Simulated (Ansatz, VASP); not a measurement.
# Cross-check of PtS2 between VASP and Ansatz, part 2 of 2

Wanted: the spread between two codes on one cell, functional and k mesh.

VASP 6.6.1 and Ansatz 0.2.0.

So far: The structure; VASP: band structure, HSE06, spin-orbit coupling.

## Step 3: Ansatz: band structure, HSE06, spin-orbit coupling

Level of this step: Ansatz beside VASP: Kohn-Sham DFT, plane waves, HSE06, spin-orbit coupling (Ansatz).

Ansatz runs on its fully relativistic PAW (standard-fr) files.

The same cell, functional, mesh and smearing now go to Ansatz, which takes its cutoff from its data sets.

File input.yaml:

```yaml
crystal:
  lattice:
    - [3.5432, 0.0, 0.0]
    - [-1.7716, 3.0685012107, 0.0]
    - [0.0, 0.0, 5.0388]
  atoms:
    - { symbol: Pt, position: [0.0, 0.0, 0.0] }
    - { symbol: S, position: [0.6666666667, 0.3333333333, 0.7611866065] }
    - { symbol: S, position: [0.3333333333, 0.6666666667, 0.2388133935] }
hamiltonian:
  xc: { exchange: pbe, correlation: pbe, exx: { coeff: 0.25, omega: 0.2 } }
  pseudopotentials: { kind: paw_fr }
magnetization:
  noncollinear: true
  spin_orbit: true
kpoints:
  mp_grid: { grid: [5, 5, 3] }
  band_path:
    path:
      - [0.0, 0.0, 0.0]
      - [0.44444, 0.0, 0.0]
      - [0.38889, 0.22222, 0.0]
      - [0.33333, 0.33333, 0.0]
      - [0.18519, 0.18519, 0.0]
      - [0.0, 0.0, 0.11111]
      - [0.0, 0.0, 0.5]
      - [0.44444, 0.0, 0.5]
      - [0.38889, 0.22222, 0.5]
      - [0.18519, 0.18519, 0.5]
      - [0.5, 0.0, 0.38889]
      - [0.33333, 0.33333, 0.0]
      - [0.33333, 0.33333, 0.5]
    npoints: 1
scf:
  occupations: { method: gaussian, width: 0.03 }
  n_extra_bands: 14
output:
  forces: true
  stress: true
  eigenvalues: true
```

Run with:

```bash
$ ansatz run input.yaml --threads 4 --pin off --max-ram 9216MiB --backend cpu --events-out ev --progress --plain --runs-dir out
```

Numbers of over 12 decimals in the logs are rounded to 6 here.

What it wrote:

```text
Warning: output.stress: scf.convergence.dr2_threshold = 1e-7 eV (the SCF's general default) is looser than the 3e-10 eV advised for a printed stress (1e-10 eV for each atom of the cell: 3). What an SCF threshold leaves in a stress goes as its square root, and in the free energy as the threshold itself, and one threshold admits the most on a small cell: [figures from the program's tests cut] Set scf.convergence.dr2_threshold to 3e-10 eV or tighter. The threshold is an SCF's pass mark: one that does not reach it within its budget of iterations ends unconverged, or closes short of it on a stop that the run arms, and scf.convergence.dr2_threshold's page says what that costs each kind of run
Warning: output.stress: scf.exx.energy_threshold = 1e-6 eV is looser than the 3e-8 eV advised for a stress under a hybrid functional (1e-8 eV for each atom of the cell: 3). Every SCF of the exchange loop can meet its threshold on dr2 while the loop round them stops early: no threshold on dr2 bounds what that leaves in the stress. Set scf.exx.energy_threshold to 3e-8 eV or tighter. The threshold is the loop's pass mark: a loop that does not reach it within its budget of cycles ends unconverged, and scf.exx.energy_threshold's page has the law
scf.n_extra_bands = 14 over 30 filled bands (N_el = 30.0): the run solves 44 bands
Engine: ansatz 0.2.0, x86_64-unknown-linux-gnu
Pseudopotentials: kind: paw_fr
Pseudopotential: Pt, paw_fr, valence charge 18, recommended cutoff 420 eV (normal), Pt.paw.azcp#standard-fr
Pseudopotential: S, paw_fr, valence charge 6, recommended cutoff 420 eV (normal), S.paw.azcp#standard-fr
Functional definition: unnamed
  parameter a_1 = 0.25
  parameter omega_1 = 0.2/angstrom
  exchange = pbe_x + (-a_1)*pbe_x_sr(omega_1) + a_1*exact_x_sr(omega_1)
  correlation = pbe_c
non-collinear run that drives no moment, with spin-orbit: no starting moment large enough to seed its density (crystal.atoms[].spin), no starting occupations that ask for one, no magnetisation constraint and no magnetic field, so the semilocal B_xc is pinned to zero
Crystal: 3 atoms, lattice volume = 54.783 Å³
Basis set: ecut = 420 eV, 1043 PW (Γ), exchange–correlation on 48×48×72 points (8 copies of the dense FFT grid, shifted against one another)
Bands: 44, of which v1, the nominal top of the filled ones, is band 30 counted from 1 (29 counted from 0)
Symmetry: 12 space group operations + 12 with time reversal
Magnetic group: BNS 164.86 (UNI 1316), of the structure as read, at distance tolerance 3.8e-5 Å
k-points: 12 of 75
Projection manifold: j_resolved (fully-relativistic pseudo-atomic orbitals)
Non-local potential: Pt, projectors of the file, l = 0: 3, l = 1: 4, l = 2: 4, l = 3: 2
Non-local potential: S, projectors of the file, l = 0: 2, l = 1: 4, l = 2: 4
PAW form: soft (Blöchl's): semilocal exchange-correlation on the pseudo side does not see the compensation charge
PAW frozen core: Pt, regenerated for the run's functional, and the local potential with it (the file was generated under x = pbe(κ = 0.804, μ = 0.219515), c = pbe(β = 0.066725))
PAW frozen core: S, regenerated for the run's functional, and the local potential with it (the file was generated under x = pbe(κ = 0.804, μ = 0.219515), c = pbe(β = 0.066725))
PAW one-centre angular grid: Pt, 590 points (default); XC on 96 Gauss nodes
PAW one-centre angular grid: S, 110 points (default); XC on 64 Gauss nodes
Initial density: superposition of atomic densities (chi_scale 0.1, normalization cell, long waves kept (reshape's long-wave potential 0.01 eV rms))
Initial wavefunctions: pseudopotential atomic-orbital guess
Functional: x = pbe(κ = 0.804, μ = 0.219515), c = pbe(β = 0.066725), warm-up for x = pbe(κ = 0.804, μ = 0.219515) + 0.25 (exact − pbe) at short range (hse, ω = 0.2 Å⁻¹), c = pbe(β = 0.066725)
SCF iter   1: F=—  HF=-14363.425644 eV  |F-HF|=—  |Δ(HF+E_count)|=         —  Δρ=8.37e-2  dr2=3.33e0  dr2_m=0.00e0 (ungated)  ethr=1.00e-1  |M|=0.00e0 ∫|m|=0.00e0 μB  |m|>n=0.0e0 m-floor=0.0e0 τ_xc=0.0e0  β_m=0.30  ⟨swp⟩=5.4  Hψ=1885  notcnv=0
preconditioner: auto → none  [insulator: Δε(μ)=1.311 eV  Ē_g=11.776 eV  σ=0.030 eV  W_gap=1.00  n_scr=20 (ndim 8)  ℏωp=23.5 eV  f_vac=0.003  D(μ)=0.00/eV (n_scr^D=0)]
SCF iter   2: F=—  HF=-14362.933041 eV  |F-HF|=—  |Δ(HF+E_count)|=   4.93e-1  Δρ=3.84e-2  dr2=6.88e-1  dr2_m=0.00e0 (ungated)  ethr=1.11e-2  |M|=0.00e0 ∫|m|=0.00e0 μB  |m|>n=0.0e0 m-floor=0.0e0 τ_xc=0.0e0  β_m=0.27  ⟨swp⟩=3.2  Hψ=1296  notcnv=0
SCF iter   3: F=—  HF=-14362.828672 eV  |F-HF|=—  |Δ(HF+E_count)|=   1.04e-1  Δρ=3.00e-2  dr2=1.40e-1  dr2_m=0.00e0 (ungated)  ethr=2.29e-3  |M|=0.00e0 ∫|m|=0.00e0 μB  |m|>n=0.0e0 m-floor=0.0e0 τ_xc=0.0e0  β_m=0.46  ⟨swp⟩=3.0  Hψ=1197  notcnv=0
iter 4 solved again at ethr=2.69e-5 eV; its pass at ethr=4.67e-4 eV (dr2=8.07e-3 eV) is discarded
SCF iter   4: F=—  HF=-14362.815996 eV  |F-HF|=—  |Δ(HF+E_count)|=   1.27e-2  Δρ=6.69e-3  dr2=7.97e-3  dr2_m=0.00e0 (ungated)  ethr=2.69e-5  |M|=0.00e0 ∫|m|=0.00e0 μB  |m|>n=0.0e0 m-floor=0.0e0 τ_xc=0.0e0  β_m=0.48  ⟨swp⟩=4.0  Hψ=2164  notcnv=0  defer=16
[...]
SCF iter   3: F=—  HF=-14343.187558 eV  |F-HF|=—  |Δ(HF+E_count)|=   1.36e-2  Δρ=2.31e-3  dr2=2.47e-3  dr2_m=0.00e0 (ungated)  ethr=2.86e-6  |M|=0.00e0 ∫|m|=0.00e0 μB  |m|>n=0.0e0 m-floor=0.0e0 τ_xc=0.0e0  β_m=0.58  ⟨swp⟩=4.0  Hψ=1492  notcnv=0
SCF iter   4: F=—  HF=-14343.187000 eV  |F-HF|=—  |Δ(HF+E_count)|=   5.58e-4  Δρ=2.60e-4  dr2=1.38e-4  dr2_m=0.00e0 (ungated)  ethr=2.86e-6  |M|=0.00e0 ∫|m|=0.00e0 μB  |m|>n=0.0e0 m-floor=0.0e0 τ_xc=0.0e0  β_m=0.63  ⟨swp⟩=3.0  Hψ=1020  notcnv=0
SCF iter   5: F=—  HF=-14343.187542 eV  |F-HF|=—  |Δ(HF+E_count)|=   5.42e-4  Δρ=4.72e-4  dr2=1.33e-4  dr2_m=0.00e0 (ungated)  ethr=1.06e-7  |M|=0.00e0 ∫|m|=0.00e0 μB  |m|>n=0.0e0 m-floor=0.0e0 τ_xc=0.0e0  β_m=0.63  ⟨swp⟩=4.0  Hψ=1365  notcnv=0
SCF iter   6: F=-14343.187511 eV  HF=-14343.187511 eV  |F-HF|=1.76e-7  |Δ(HF+E_count)|=   3.06e-5  Δρ=2.24e-5  dr2=2.78e-6  dr2_m=0.00e0 (ungated)  ethr=1.06e-7  |M|=0.00e0 ∫|m|=0.00e0 μB  |m|>n=0.0e0 m-floor=0.0e0 τ_xc=0.0e0  ⟨swp⟩=3.0  Hψ=1133  notcnv=0
SCF 2 stopped early in 6 iterations: F = -14343.187511 eV  dr2 = 2.78e-6
  Residual-converged pass: ⟨swp⟩=3.6  Hψ=1260  notcnv=0  max |occ|·‖R‖ = 6.6e-6 eV (tolerance 6.7e-6 eV)  dr2=2.79e-6  dr2_m=0.00e0 (ungated)  dr2_onsite=1.38e-8  max |Δocc| = 0.0e0
hybrid outer 1: dexx = +1.654e-2 eV, tail = 4.21e-5 eV
Projection manifold: j_resolved (fully-relativistic pseudo-atomic orbitals)
Exchange kernel: α = 0.2500, screened, ω = 0.2000 Å⁻¹, Wigner–Seitz truncation, v(0) = 1115.1509 eV·Å³, q-mesh 5×5×3, nearest image of the exchange supercell L = 15.12 Å, pair-density grid 15×15×24, without the augmentation charges, whose exchange is taken in its separable form by FFT convolution over the k-point mesh (sized by the pseudopotential files, 24×24×36 at the most), smooth part of the exact exchange by density-matrix convolution
Frozen-core exchange: fock
SCF iter   1: F=—  HF=-14343.187583 eV  |F-HF|=—  |Δ(HF+E_count)|=         —  Δρ=1.15e-4  dr2=2.18e-6  dr2_m=0.00e0 (ungated)  ethr=7.02e-7  |M|=0.00e0 ∫|m|=0.00e0 μB  |m|>n=0.0e0 m-floor=0.0e0 τ_xc=0.0e0  β_m=0.30  ⟨swp⟩=5.6  Hψ=1436  notcnv=0
preconditioner: auto → none  [insulator: Δε(μ)=1.662 eV  Ē_g=13.664 eV  σ=0.030 eV  W_gap=1.00  n_scr=20 (ndim 8)  ℏωp=23.5 eV  f_vac=0.017  D(μ)=0.00/eV (n_scr^D=0)]
SCF iter   2: F=—  HF=-14343.187583 eV  |F-HF|=—  |Δ(HF+E_count)|=   4.17e-7  Δρ=4.07e-5  dr2=3.01e-7  dr2_m=0.00e0 (ungated)  ethr=5.21e-9  |M|=0.00e0 ∫|m|=0.00e0 μB  |m|>n=0.0e0 m-floor=0.0e0 τ_xc=0.0e0  β_m=0.59  ⟨swp⟩=3.0  Hψ=1083  notcnv=0
SCF iter   3: F=—  HF=-14343.187584 eV  |F-HF|=—  |Δ(HF+E_count)|=   8.34e-7  Δρ=1.63e-5  dr2=7.82e-8  dr2_m=0.00e0 (ungated)  ethr=5.35e-10  |M|=0.00e0 ∫|m|=0.00e0 μB  |m|>n=0.0e0 m-floor=0.0e0 τ_xc=0.0e0  β_m=0.59  ⟨swp⟩=3.9  Hψ=1258  notcnv=0  defer=2
SCF iter   4: F=—  HF=-14343.187584 eV  |F-HF|=—  |Δ(HF+E_count)|=   1.49e-8  Δρ=3.41e-6  dr2=6.56e-9  dr2_m=0.00e0 (ungated)  ethr=2.22e-10  |M|=0.00e0 ∫|m|=0.00e0 μB  |m|>n=0.0e0 m-floor=0.0e0 τ_xc=0.0e0  β_m=0.76  ⟨swp⟩=2.5  Hψ=970  notcnv=0
SCF iter   5: F=—  HF=-14343.187584 eV  |F-HF|=—  |Δ(HF+E_count)|=   2.73e-8  Δρ=2.69e-6  dr2=2.64e-9  dr2_m=0.00e0 (ungated)  ethr=6.36e-12  |M|=0.00e0 ∫|m|=0.00e0 μB  |m|>n=0.0e0 m-floor=0.0e0 τ_xc=0.0e0  β_m=0.76  ⟨swp⟩=4.5  Hψ=1633  notcnv=0  defer=4
SCF iter   6: F=-14343.187584 eV  HF=-14343.187584 eV  |F-HF|=5.46e-12  |Δ(HF+E_count)|=  6.82e-10  Δρ=1.36e-7  dr2=2.58e-10  dr2_m=0.00e0 (ungated)  ethr=6.36e-12  |M|=0.00e0 ∫|m|=0.00e0 μB  |m|>n=0.0e0 m-floor=0.0e0 τ_xc=0.0e0  ⟨swp⟩=2.0  Hψ=893  notcnv=0
SCF 3 converged in 6 iterations: F = -14343.187584 eV  dr2 = 2.58e-10
  Residual-converged pass: ⟨swp⟩=3.0  Hψ=1087  notcnv=0  max |occ|·‖R‖ = 4.9e-7 eV (tolerance 5.4e-7 eV)  dr2=2.56e-10  dr2_m=0.00e0 (ungated)  dr2_onsite=2.81e-13  max |Δocc| = 0.0e0
hybrid outer 2: dexx = +1.512e-6 eV, tail = 3.39e-8 eV, Δε = 2.33e-3 eV (about 6.41e-5 eV left of the loop's levels), ΔF = 3.61e-3 eV/Å (tail 8.67e-4)
NSCF: frozen V_eff on 13 k-points
hybrid SCF converged: 2 outer / 12 inner (+5 warm-up), last move |dexx| = 1.51e-6 eV, tail = 3.39e-8 eV
Magnetization: |M| = 0.0000 μB,  M = (+0.0000, +0.0000, +0.0000) μB
Absolute magnetization: 0.0000 μB (∫|m|)
  site 0: m = (+0.0000, +0.0000, +0.0000) μB, |m| = 0.0000 μB  (R = 0.98 Å)
  site 1: m = (+0.0000, +0.0000, +0.0000) μB, |m| = 0.0000 μB  (R = 0.98 Å)
  site 2: m = (+0.0000, +0.0000, +0.0000) μB, |m| = 0.0000 μB  (R = 0.98 Å)
Free energy (F): -14343.187584 eV
Frozen-core exchange: fock
Harris-Foulkes:  -14343.187584 eV  (|F-HF|=5.46e-12)
Internal energy: -14343.187584 eV  (E = F + TS)
E sigma→0 (E₀):  -14343.187584 eV
Fermi energy:    11.449103 eV
--- Per-component energies (eV) ---
  E_band       = -381.187795
  E_kinetic    = 850.338348
  E_local      = -3057.420587  (includes V_loc(G=0)·N_el)
  E_nonlocal   = 244.159007
  E_hartree    = 1205.571502
  E_xc         = -364.401175
  E_vxc        = -380.368910  (∫ρ·V_xc dr)
  E_exx        = -86.660386  (= α·E_x^exact, valence–valence)
  E_paw        = -10665.365510  (= ΣΔE_a)
  E_vpaw       = -275.718462  (= ΣTr[D̂ρ^β])
  E_aug_tail   = 0.000159  (compensation charges beyond the density's cutoff)
  E_ewald      = -2467.221211
  E_core_change = -2.187731  (= ΣΔE_core)
  E_smearing   = -0.000000  (= −TS)
  E_closure    = -0.000000  (closes the sum)
  Σ components = -14343.187584   (vs F -14343.187584, Δ=0.00e0)
--- Forces (eV/Å), atoms counted from 1 ---
  atom   1  Pt     0.00000000    -0.00000000     0.00000000
  atom   2  S      0.00000000    -0.00000000    -0.00934118
  atom   3  S      0.00000000     0.00000000     0.00934118
  max |Σ_I F_I| component: 3.02e-26 eV/Å
--- Stress (GPa, compression-positive) ---
        1.603739       0.000000       0.000000
        0.000000       1.603739       0.000000
        0.000000       0.000000       2.628529
  P = ⅓ Tr σ = 1.9453 GPa (19.453 kbar)
--- Band table (eV; the first three rows and the last of 12) ---
  k-point 0: bands = [... 26 lower, 9.4679, 9.4679, 10.6185, 10.6185, 13.2626, 13.2626, 13.6011, 13.6011, ... 10 higher]
  k-point 1: bands = [... 26 lower, 9.2634, 9.2634, 9.4951, 9.4951, 13.7403, 13.7403, 14.0719, 14.0719, ... 10 higher]
  k-point 2: bands = [... 26 lower, 9.1096, 9.1096, 10.0559, 10.0559, 12.7560, 12.7560, 13.4252, 13.4252, ... 10 higher]
  k-point 11: bands = [... 26 lower, 7.9434, 7.9434, 8.6331, 8.6331, 12.7845, 12.7845, 13.6063, 13.6063, ... 10 higher]
```

The job ended after 1.9 min (4 threads of Intel Xeon Platinum 8488C (Sapphire Rapids), shared host; peak memory 1.4 GiB).

The column dr2 measures how far the density is from self-consistency, as an energy; F and HF (Harris–Foulkes) agree once it is small.

## Step 4: Comparison

Known differences besides the PAW data sets themselves: spin-orbit coupling enters by fully relativistic files in Ansatz and inside the spheres in VASP; exact exchange at q = 0 is treated differently, which shows on coarse meshes; VASP keeps PBE cores, Ansatz makes them for the functional; the data sets hold 30 valence electrons in Ansatz (fully relativistic PAW (standard-fr) files) and 22 in VASP; the cutoff is 420 eV in Ansatz and 350 eV in VASP; VASP takes a coarser grid for exact exchange (PRECFOCK = Fast). Total energies have different zeros and are not compared.

Both answers:

```csv
quantity,Ansatz,VASP,difference
gap over the path points (eV),1.392,1.346,+0.045
```

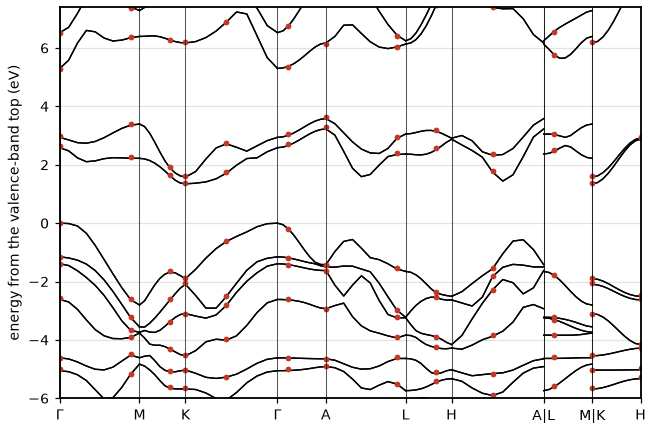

Bands from VASP (lines) and levels from Ansatz (dots). Dots without a line are higher empty bands that the VASP plot leaves out.

Levels at points of the path, from each program's valence-band top (eV; 8 filled, then empty):

```csv
k (reciprocal lattice),Ansatz,VASP
0.000 0.000 0.000,-2.57 -2.57 -1.41 -1.41 -1.15 -1.15 0.00 0.00 2.64 2.64 2.98 2.98 5.27 5.27,-2.61 -2.61 -1.39 -1.39 -1.15 -1.15 0.00 0.00 2.59 2.59 2.94 2.94 5.30 5.30
0.444 0.000 0.000,-3.90 -3.90 -3.66 -3.66 -3.21 -3.21 -2.59 -2.59 2.27 2.27 3.41 3.41 6.37 6.37,-3.91 -3.91 -3.67 -3.67 -3.23 -3.23 -2.62 -2.62 2.23 2.23 3.36 3.36 6.36 6.36
0.389 0.222 0.000,-4.29 -4.29 -3.37 -3.37 -2.59 -2.59 -1.65 -1.65 1.67 1.67 1.92 1.92 6.29 6.29,-4.31 -4.31 -3.37 -3.37 -2.62 -2.62 -1.68 -1.68 1.62 1.62 1.89 1.89 6.27 6.27
0.333 0.333 0.000,-4.53 -4.53 -3.11 -3.11 -2.05 -2.05 -1.87 -1.87 1.39 1.39 1.61 1.61 6.19 6.19,-4.54 -4.54 -3.10 -3.10 -2.09 -2.09 -1.90 -1.90 1.35 1.35 1.58 1.58 6.17 6.17
0.185 0.185 0.000,-3.98 -3.98 -2.80 -2.80 -2.48 -2.48 -0.60 -0.60 1.75 1.75 2.75 2.75 6.88 6.88,-4.01 -4.01 -2.82 -2.82 -2.51 -2.51 -0.63 -0.63 1.71 1.71 2.72 2.72 6.89 6.89
0.000 0.000 0.111,-2.59 -2.59 -1.44 -1.44 -1.18 -1.18 -0.19 -0.19 2.72 2.72 3.05 3.05 5.34 5.34,-2.63 -2.63 -1.42 -1.42 -1.19 -1.19 -0.19 -0.19 2.66 2.66 3.01 3.01 5.37 5.37
0.000 0.000 0.500,-2.94 -2.94 -1.64 -1.64 -1.45 -1.45 -1.42 -1.42 3.29 3.29 3.63 3.63 6.12 6.12,-2.93 -2.93 -1.62 -1.62 -1.50 -1.50 -1.42 -1.42 3.23 3.23 3.58 3.58 6.18 6.18
0.444 0.000 0.500,-3.92 -3.92 -3.22 -3.22 -2.98 -2.98 -1.55 -1.55 2.40 2.40 2.94 2.94 6.04 6.04,-3.93 -3.93 -3.24 -3.24 -2.98 -2.98 -1.57 -1.57 2.35 2.35 2.90 2.90 6.04 6.04
0.389 0.222 0.500,-4.25 -4.25 -3.89 -3.89 -2.52 -2.52 -2.35 -2.35 2.56 2.56 3.18 3.18 7.48 7.48,-4.27 -4.27 -3.90 -3.90 -2.54 -2.54 -2.38 -2.38 2.52 2.52 3.15 3.15 7.48 7.48
0.185 0.185 0.500,-3.84 -3.84 -2.27 -2.27 -1.81 -1.81 -1.54 -1.54 1.79 1.79 2.37 2.37 7.40 7.40,-3.87 -3.87 -2.29 -2.29 -1.83 -1.83 -1.56 -1.56 1.75 1.75 2.33 2.33 7.39 7.39
```

Among the levels compared (up to four filled and three empty ones at each point), filled levels agree within 52 meV and empty ones within 61 meV.

## Step 5: Summary of results

- difference in gap over the path points (band structure, HSE06, spin-orbit coupling): 0.045 eV

**Reading.** The difference in gap over the path points is 0.045 eV (band structure, HSE06, spin-orbit coupling), within the 0.08 eV picked in this series as the mark of a large difference. How closely two codes agree says nothing of how well the functional describes the real material.

[Lines on the potential files, build, host, timing and source positions are cut from VASP's logs without a mark.]

[Logs are printed without paths, hosts, clocks, repeated set-up lines and the standing remarks that a program may print on its own settings, such as how far it seeks lower states.]

[Hosts, paths, dates, database ids (printed as entryN), source tags and the programs' standing remarks are cut or masked in the printed files.]
